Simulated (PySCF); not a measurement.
## Geometry relaxation of SiPNH4O (part 3 of 3)

The same run, continued: SiPNH4O; SVWN5/SBKJC, RKS, core potentials sbkjc (PySCF 2.14.0). The geometry: force field.

Geometry of the input (Å):
```
O  -0.5208  1.7143  -0.7398
Si -0.0108  0.7139  0.3896
N  0.1781  -0.6596  -0.5400
P  -0.9647  -1.2476  0.3821
H  -0.8040  1.2941  -1.5920
H  1.3625  0.9892  0.8768
H  1.1362  -1.0882  -0.3110
H  -0.2843  -1.7732  1.4786
```

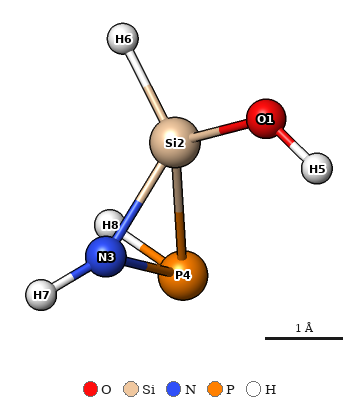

The geometry at step 10 of the log (ball-and-stick view, seen at a tilt; atoms are numbered from 1 in the order of the input).

## Log, continued
```
--------------- DFRKS_Scanner gradients ---------------
         x                y                z
0 O     0.0002339300     0.0002042568    -0.0002470102
1 Si    -0.0000637854    -0.0002373423     0.0001732131
2 N     0.0000897397     0.0004001353    -0.0001135550
3 P    -0.0000200261    -0.0001484745     0.0002183640
4 H    -0.0001648210    -0.0001123883     0.0000673129
5 H     0.0000112802    -0.0000595948     0.0000219629
6 H    -0.0000457525    -0.0000579338     0.0000774103
7 H    -0.0000540775     0.0000159458    -0.0001814897
----------------------------------------------
cycle 18: E = -38.3798081941  dE = -6.22463e-06  norm(grad) = 0.000771423
Step   17 : Displace = 2.269e-03/4.205e-03 (rms/max) Trust = 1.211e-02 (+) Grad = 2.727e-04/4.255e-04 (rms/max) E (change) = -38.3798081941 (-6.225e-06) Quality = 1.564
Hessian Eigenvalues: 1.62874e-03 4.03154e-03 2.16278e-02 ... 3.70108e-01 4.88741e-01 5.04541e-01

Geometry optimization cycle 19
Cartesian coordinates (Angstrom)
 Atom        New coordinates             dX        dY        dZ
   O  -0.396692   1.883459  -0.873657   -0.003610 -0.001331  0.002215
  Si   0.140446   0.625159   0.175806    0.000280 -0.000912 -0.000415
   N   0.561364  -0.957797  -0.404436    0.000374 -0.001510  0.000268
   P  -1.030030  -1.425586   0.534348    0.000664  0.000193  0.001038
   H  -0.998414   1.752585  -1.652516    0.006356  0.000684 -0.005647
   H   1.012374   1.375037   1.171546    0.000428  0.002157 -0.002821
   H   1.209079  -1.546626  -0.944774   -0.000900 -0.001512 -0.001366
   H  -0.396060  -1.773171   1.868954    0.000512  0.000900  0.001937
converged SCF energy = -38.3798124708872
--------------- DFRKS_Scanner gradients ---------------
         x                y                z
0 O     0.0000412476    -0.0000231996    -0.0000428758
1 Si    -0.0000765815    -0.0001594891     0.0001381634
2 N     0.0000065358     0.0001794577    -0.0000672530
3 P     0.0000563384     0.0000345464    -0.0000087032
4 H    -0.0000191763     0.0000089646     0.0000193221
5 H     0.0000184996     0.0000316762    -0.0000292335
6 H    -0.0000208077    -0.0000640411     0.0000316176
7 H    -0.0000184338    -0.0000031992    -0.0000241472
----------------------------------------------
cycle 19: E = -38.3798124709  dE = -4.27674e-06  norm(grad) = 0.000324301
Step   18 : Displace = 3.531e-03/6.693e-03 (rms/max) Trust = 1.712e-02 (+) Grad = 1.147e-04/2.245e-04 (rms/max) E (change) = -38.3798124709 (-4.277e-06) Quality = 1.139
Hessian Eigenvalues: 1.60350e-03 3.76876e-03 2.20495e-02 ... 3.70149e-01 4.88607e-01 5.04095e-01

Geometry optimization cycle 20
Cartesian coordinates (Angstrom)
 Atom        New coordinates             dX        dY        dZ
   O  -0.396928   1.883121  -0.874157   -0.000236 -0.000339 -0.000500
  Si   0.140899   0.625109   0.175304    0.000453 -0.000051 -0.000502
   N   0.561899  -0.958344  -0.403764    0.000535 -0.000547  0.000672
   P  -1.029892  -1.425414   0.534799    0.000138  0.000172  0.000451
   H  -0.997106   1.751863  -1.654132    0.001308 -0.000723 -0.001616
   H   1.012285   1.375561   1.171039   -0.000088  0.000524 -0.000507
   H   1.208675  -1.546542  -0.945856   -0.000404  0.000084 -0.001082
   H  -0.395996  -1.772932   1.869517    0.000064  0.000239  0.000563
converged SCF energy = -38.3798128327686
--------------- DFRKS_Scanner gradients ---------------
         x                y                z
0 O     0.0000069939    -0.0000198764    -0.0000154135
1 Si    -0.0000382733    -0.0001005199     0.0001012081
2 N     0.0000242879     0.0000528497    -0.0000573798
3 P     0.0000197950     0.0000425613    -0.0000245740
4 H    -0.0000012031     0.0000126374     0.0000105413
5 H     0.0000073061     0.0000313359    -0.0000261519
6 H    -0.0000261998    -0.0000060170     0.0000238694
7 H    -0.0000048954    -0.0000082307     0.0000047879
----------------------------------------------
cycle 20: E = -38.3798128328  dE = -3.61881e-07  norm(grad) = 0.000188082
```

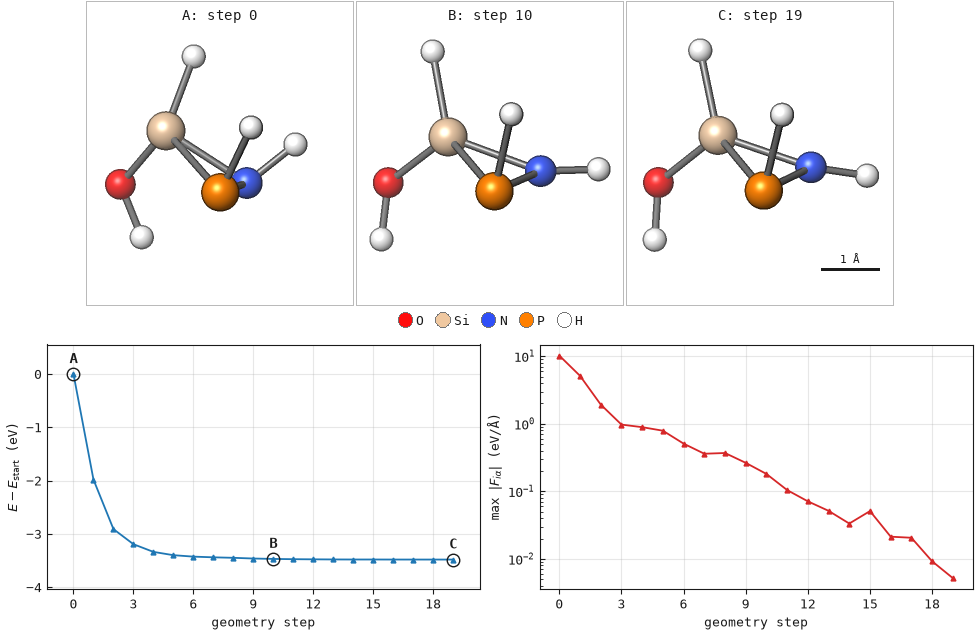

Frames of the relaxation (ball-and-stick view, seen at a tilt) above the curves, on which the letters mark them (steps are counted from 0).

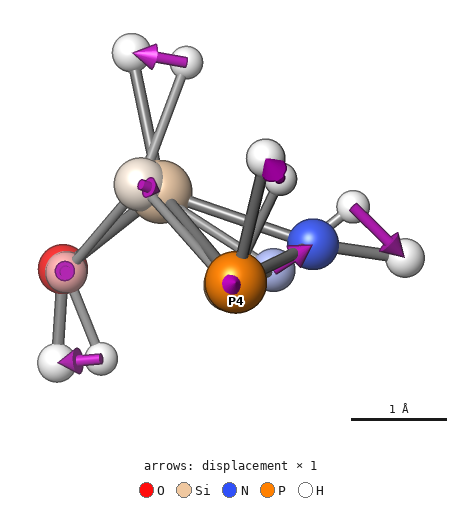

Start (faint) and end (solid) with the displacements as pink arrows, at true length (ball-and-stick view, seen at a tilt). The two geometries are laid on each other by the best rigid fit. The energy falls by 3.479 eV in 19 geometry steps. Largest force component: 10 eV/Å at the start, 0.0052 eV/Å at the end. The largest move after the best rigid fit is that of H7, 0.78 Å. By element the largest moves are H 0.78 Å, N 0.50 Å, Si 0.27 Å, P 0.25 Å, O 0.24 Å. Distances before and after: N3–P4 1.582 → 1.906 Å, Si2–P4 2.181 → 2.388 Å, O1–Si2 1.593 → 1.724 Å, P4–H8 1.393 → 1.518 Å. Among the angles that change: Si2–N3–H7 108.1° → 148.1°, O1–Si2–N3 99.1° → 122.5°, N3–Si2–H6 103.4° → 121.9°. (Atoms are counted from 1 in the order of the input.)

```
Step   19 : Displace = 8.283e-04/1.501e-03 (rms/max) Trust = 2.421e-02 (+) Grad = 6.650e-05/1.477e-04 (rms/max) E (change) = -38.3798128328 (-3.619e-07) Quality = 1.340
Hessian Eigenvalues: 1.60350e-03 3.76876e-03 2.20495e-02 ... 3.70149e-01 4.88607e-01 5.04095e-01
Converged! =D

converged: True
O          -0.39692840        1.88312053       -0.87415705
Si          0.14089872        0.62510857        0.17530368
N           0.56189918       -0.95834352       -0.40376413
P          -1.02989194       -1.42541388        0.53479900
H          -0.99710601        1.75186261       -1.65413155
H           1.01228548        1.37556094        1.17103913
H           1.20867492       -1.54654194       -0.94585602
H          -0.39599579       -1.77293234        1.86951686
converged SCF energy = -38.3798128330847
total energy: -38.37981283 hartree
```

## Trajectory as extended XYZ (Å, eV, eV/Å), 13 of the 20 frames kept, from step=0 to step=19
```
8
Properties=species:S:1:pos:R:3:forces:R:3 step=0 energy=-1040.88938
O    -0.5208    1.7143   -0.7398   -1.6406   3.6595  -2.6940
Si   -0.0108    0.7139    0.3896    0.6796   3.3304   4.3183
N     0.1781   -0.6596   -0.5400   10.0129  -2.2261  -5.7935
P    -0.9647   -1.2476    0.3821  -10.2107  -4.3129   3.9143
H    -0.8040    1.2941   -1.5920   -0.0315   0.2383  -0.2902
H     1.3625    0.9892    0.8768    0.4480   0.3516   0.6441
H     1.1362   -1.0882   -0.3110   -0.5297   0.0877  -2.1326
H    -0.2843   -1.7732    1.4786    1.2719  -1.1281   2.0337
8
Properties=species:S:1:pos:R:3:forces:R:3 step=2 energy=-1043.79702
O    -0.5460    1.8785   -0.7921   -0.1305   0.5540  -0.0994
Si   -0.0296    0.7114    0.3389    0.5631  -0.2059  -0.5144
N     0.3060   -0.8303   -0.5930    1.6205   0.4148  -0.1865
P    -1.0309   -1.3669    0.4972   -1.9240  -0.8724   0.8456
H    -0.8267    1.5704   -1.6963   -0.0641   0.0449  -0.0065
H     1.2766    1.1257    1.0068   -0.2039   0.2289   0.2737
H     1.2299   -1.3079   -0.5367   -0.0583  -0.1370  -0.6164
H    -0.2873   -1.8391    1.7203    0.1971  -0.0278   0.3040
8
Properties=species:S:1:pos:R:3:forces:R:3 step=3 energy=-1044.08003
O    -0.5244    1.9184   -0.7986    0.0890   0.0417   0.1778
Si   -0.0034    0.6817    0.2892    0.4546  -0.7980  -0.9732
N     0.3469   -0.8912   -0.6161    0.3836   0.8703   0.5739
P    -1.0362   -1.4152    0.5367   -0.6436  -0.3072   0.4037
H    -0.8383    1.6649   -1.7094   -0.0807   0.0269   0.0416
H     1.1808    1.1942    1.1063   -0.2064   0.1654   0.1399
H     1.2381   -1.4206   -0.6751   -0.0189  -0.0787  -0.3164
H    -0.2713   -1.7918    1.8129    0.0227   0.0791  -0.0480
8
Properties=species:S:1:pos:R:3:forces:R:3 step=5 energy=-1044.28580
O    -0.4472    1.9220   -0.7998    0.1435  -0.2459   0.0894
Si    0.1057    0.6099    0.1901   -0.1211  -0.3599  -0.4944
N     0.4371   -0.9532   -0.6079   -0.2667   0.3832   0.7903
P    -1.0506   -1.4393    0.5695    0.3805   0.1672  -0.0750
H    -0.9105    1.7608   -1.6659   -0.0397   0.0321   0.0356
H     0.9915    1.3085    1.2194    0.0269  -0.0529  -0.0201
H     1.2322   -1.5761   -0.8357   -0.0292   0.0793  -0.1195
H    -0.2660   -1.6957    1.8711   -0.0946  -0.0028  -0.2068
8
Properties=species:S:1:pos:R:3:forces:R:3 step=6 energy=-1044.31294
O    -0.4321    1.9083   -0.8069    0.0665  -0.1186  -0.0210
Si    0.1238    0.6005    0.1733   -0.1837   0.1155  -0.1127
N     0.4572   -0.9472   -0.5768   -0.1428  -0.1302   0.5088
P    -1.0575   -1.4269    0.5669    0.3182   0.1035  -0.1804
H    -0.9395    1.7655   -1.6505   -0.0182   0.0325   0.0278
H     0.9829    1.3196    1.2090    0.0544  -0.0677  -0.0146
H     1.2368   -1.5772   -0.8287   -0.0454   0.0747  -0.1437
H    -0.2805   -1.7056    1.8527   -0.0497  -0.0096  -0.0645
8
Properties=species:S:1:pos:R:3:forces:R:3 step=8 energy=-1044.33510
O    -0.4261    1.8951   -0.8252   -0.0129   0.0874  -0.0822
Si    0.1157    0.6083    0.1721   -0.0337   0.2810   0.1006
N     0.4755   -0.9383   -0.5251    0.0366  -0.3695   0.1951
P    -1.0513   -1.4218    0.5508    0.0124  -0.0206  -0.1891
H    -0.9752    1.7734   -1.6436   -0.0140   0.0097   0.0090
H     1.0155    1.3150    1.1774    0.0026  -0.0092   0.0184
H     1.2492   -1.5576   -0.8076   -0.0249   0.0291  -0.1685
H    -0.3159   -1.7355    1.8363    0.0339  -0.0077   0.1156
8
Properties=species:S:1:pos:R:3:forces:R:3 step=10 energy=-1044.35593
O    -0.4078    1.8863   -0.8559   -0.0185   0.1426  -0.0396
Si    0.1221    0.6155    0.1655    0.0519   0.0357   0.0305
N     0.5243   -0.9554   -0.4615    0.1247  -0.1156   0.0478
P    -1.0290   -1.4345    0.5187   -0.1811  -0.0577   0.0226
H    -1.0323    1.8052   -1.6213   -0.0056  -0.0420  -0.0212
H     1.0231    1.3367    1.1573   -0.0130   0.0036   0.0201
H     1.2607   -1.5676   -0.8372    0.0117   0.0357  -0.1057
H    -0.3788   -1.7464    1.8550    0.0305  -0.0025   0.0443
8
Properties=species:S:1:pos:R:3:forces:R:3 step=11 energy=-1044.36092
O    -0.3979    1.8856   -0.8664   -0.0098   0.0880  -0.0002
Si    0.1308    0.6156    0.1628    0.0184  -0.0469  -0.0236
N     0.5407   -0.9646   -0.4447    0.0967   0.0277   0.0543
P    -1.0274   -1.4375    0.5140   -0.1045  -0.0324   0.0720
H    -1.0444    1.8060   -1.6138    0.0056  -0.0450  -0.0257
H     1.0156    1.3480    1.1612    0.0002  -0.0082   0.0074
H     1.2608   -1.5675   -0.8654   -0.0107   0.0173  -0.0578
H    -0.3957   -1.7462    1.8652    0.0048  -0.0007  -0.0275
8
Properties=species:S:1:pos:R:3:forces:R:3 step=13 energy=-1044.36581
O    -0.3849    1.8866   -0.8800   -0.0230  -0.0080   0.0334
Si    0.1418    0.6213    0.1665   -0.0200  -0.0439  -0.0262
N     0.5586   -0.9643   -0.4170    0.0234   0.0515   0.0325
P    -1.0308   -1.4322    0.5213    0.0202   0.0146   0.0381
H    -1.0377    1.7776   -1.6200    0.0244  -0.0103  -0.0213
H     1.0065    1.3647    1.1739    0.0130  -0.0076  -0.0093
H     1.2363   -1.5557   -0.9170   -0.0208   0.0013  -0.0073
H    -0.4025   -1.7604    1.8684   -0.0164   0.0021  -0.0409
8
Properties=species:S:1:pos:R:3:forces:R:3 step=14 energy=-1044.36684
O    -0.3848    1.8866   -0.8822   -0.0257  -0.0302   0.0330
Si    0.1440    0.6260    0.1716   -0.0202  -0.0033  -0.0128
N     0.5652   -0.9580   -0.4056   -0.0102  -0.0318   0.0116
P    -1.0302   -1.4277    0.5260    0.0225   0.0334   0.0102
H    -1.0259    1.7598   -1.6301    0.0253   0.0071  -0.0136
H     1.0071    1.3723    1.1778    0.0106  -0.0006  -0.0111
H     1.2164   -1.5530   -0.9352    0.0093   0.0244  -0.0083
H    -0.4002   -1.7697    1.8652   -0.0109   0.0006  -0.0098
8
Properties=species:S:1:pos:R:3:forces:R:3 step=16 energy=-1044.36762
O    -0.3906    1.8857   -0.8777   -0.0187  -0.0205   0.0197
Si    0.1401    0.6266    0.1763    0.0024   0.0094  -0.0108
N     0.5605   -0.9558   -0.4048   -0.0044  -0.0188   0.0057
P    -1.0315   -1.4257    0.5332    0.0092   0.0130  -0.0213
H    -1.0082    1.7507   -1.6439    0.0137   0.0109  -0.0046
H     1.0115    1.3712    1.1763   -0.0001   0.0066  -0.0032
H     1.2109   -1.5431   -0.9435   -0.0044   0.0004  -0.0004
H    -0.3968   -1.7746    1.8661    0.0032  -0.0013   0.0140
8
Properties=species:S:1:pos:R:3:forces:R:3 step=17 energy=-1044.36778
O    -0.3931    1.8848   -0.8759   -0.0120  -0.0105   0.0127
Si    0.1402    0.6261    0.1762    0.0033   0.0122  -0.0089
N     0.5610   -0.9563   -0.4047   -0.0046  -0.0206   0.0058
P    -1.0307   -1.4258    0.5333    0.0010   0.0076  -0.0112
H    -1.0048    1.7519   -1.6469    0.0085   0.0058  -0.0035
H     1.0119    1.3729    1.1744   -0.0006   0.0031  -0.0011
H     1.2100   -1.5451   -0.9434    0.0024   0.0030  -0.0040
H    -0.3966   -1.7741    1.8670    0.0028  -0.0008   0.0093
8
Properties=species:S:1:pos:R:3:forces:R:3 step=19 energy=-1044.36791
O    -0.3969    1.8831   -0.8742   -0.0004   0.0010   0.0008
Si    0.1409    0.6251    0.1753    0.0020   0.0052  -0.0052
N     0.5619   -0.9583   -0.4038   -0.0012  -0.0027   0.0030
P    -1.0299   -1.4254    0.5348   -0.0010  -0.0022   0.0013
H    -0.9971    1.7519   -1.6541    0.0001  -0.0006  -0.0005
H     1.0123    1.3756    1.1710   -0.0004  -0.0016   0.0013
H     1.2087   -1.5465   -0.9459    0.0013   0.0003  -0.0012
H    -0.3960   -1.7729    1.8695    0.0003   0.0004  -0.0002
```

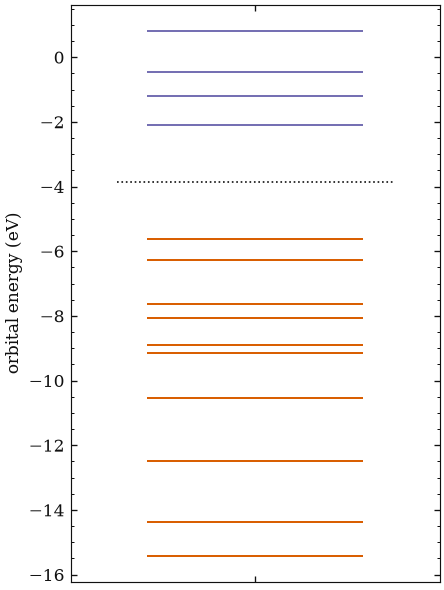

Orbital energies near the frontier; the dotted line parts filled from empty levels, and levels within 0.02 eV of each other stand side by side. Highest filled −5.61 eV, lowest empty −2.08 eV, 3.53 eV apart.

## Key numbers

- outcome: converged
- total energy: −38.379813 hartree
- basis functions: 40
- HOMO: −5.61 eV
- LUMO: −2.08 eV
- dipole moment: 0.97 D
- hardware: 1 thread of Intel Xeon @ 2.50GHz (Skylake/Cascade Lake), 189 GiB of memory available, shared host
- wall time: 3.2 min
- peak memory: 0.26 GiB
